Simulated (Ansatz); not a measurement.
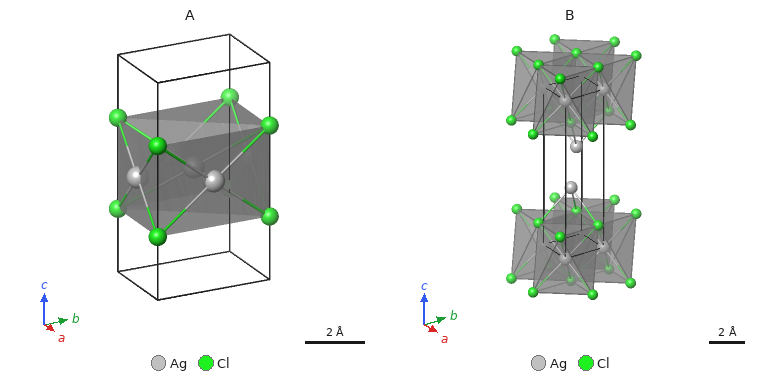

Two structures of Ag3Cl2, each relaxed to rest (conventional cells in solid outline, small ones repeated, not to one scale). Method: Ansatz, DFT PBE, scalar-relativistic, plane waves, PAW, without spin polarisation.

Describe A and B.

A: 5 atoms a cell on a primitive hexagonal lattice, P6/mmm. B: 5 atoms a cell on a primitive hexagonal lattice, P-3m1.

Which form lies lower?

B is lower, by 441 meV/atom at this level of theory (energies at zero smearing). Volumes: A 37.9, B 20.9 Å³/atom.

One or both may be structure types tried for this composition rather than known phases.
